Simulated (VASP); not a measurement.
Energy against volume of PtAl2 (fluorite). Calculation: RPBE GGA, VASP's PBE PAW potentials (set 64) (plane waves; VASP).

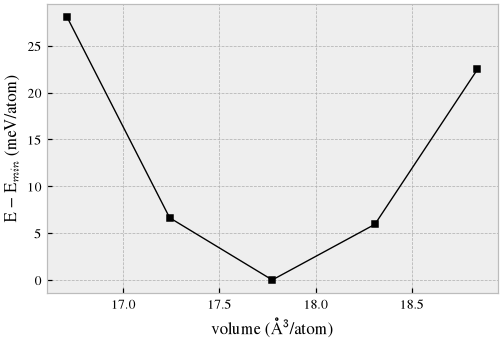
Figure: Energy against volume

Question: Estimate the equilibrium volume and the bulk modulus.

Answer: The minimum lies near 17.8 Å³/atom, and the curvature gives B0 of about 130 GPa.

The compound is PtAl2 in the fluorite structure. It was relaxed first.
